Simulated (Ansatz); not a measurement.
```
atom    x (Å)    y (Å)    z (Å)
   S  -0.6982   1.5459  -1.3411
  Si   0.0443   0.2054   0.1818
   S   2.0898  -0.2558  -0.3038
  Cl  -1.2034  -1.4883   0.2641
   H  -2.0102   1.3213  -1.0199
   H   0.0704   0.7813   1.5675
   H   1.7851  -0.6190  -1.5880
```

Theory: Ansatz, RKS PBE-D4/cc-pVDZ.

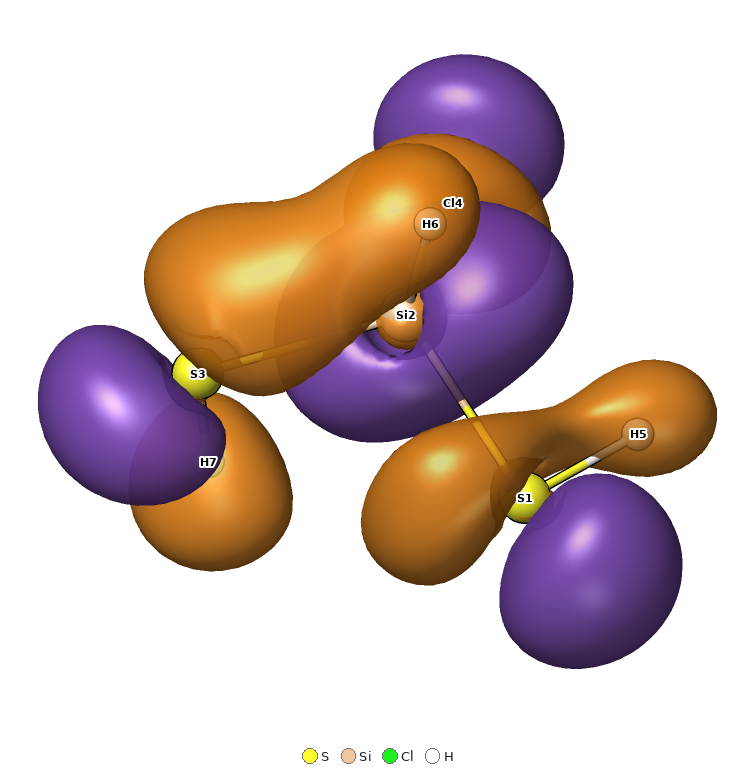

ClH3S2Si (SMILES S[SiH](S)Cl). One frontier orbital at ±0.08 Å⁻³ᐟ² (orange and purple are the two phases), seen across its widest extent.

Which orbital is it: HOMO or LUMO?

The LUMO, at −1.37 eV. It lies mainly on Si2 (about 30 %), S1 (about 25 %), Cl4 (about 20 %) and S3 (about 15 %).
